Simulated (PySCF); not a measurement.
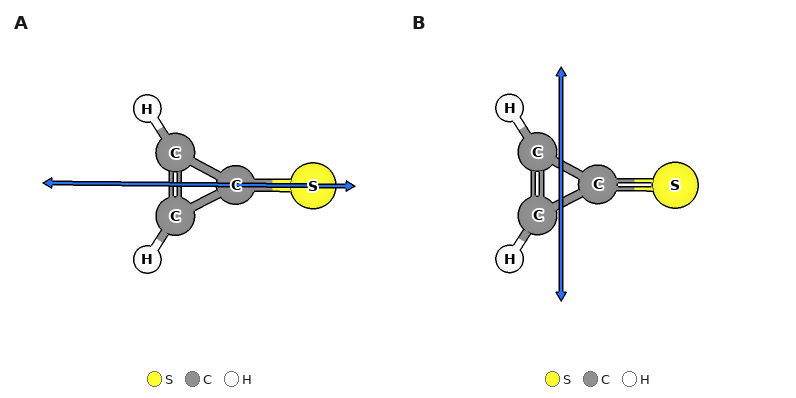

The double arrows show the directions of two transition dipoles from the ground state (lengths mean nothing). The geometry was computed by an optimisation with PBE0-D3(BJ)/def2-SVP. No frequency run is at hand to confirm it as a minimum. Properties computed with TDDFT PBE0/def2-SVPD, vertical, gas phase, core orbitals frozen in the response (PySCF 2.14.0).

> One belongs to singlet state 4 and one to singlet state 7. Which is which?

A: state 7, 6.43 eV (193 nm), oscillator strength 0.071, mainly HOMO → LUMO+3 (weight 0.86).
B: state 4, 5.72 eV (217 nm), oscillator strength 0.059, mainly HOMO → LUMO+2 (weight 0.92).
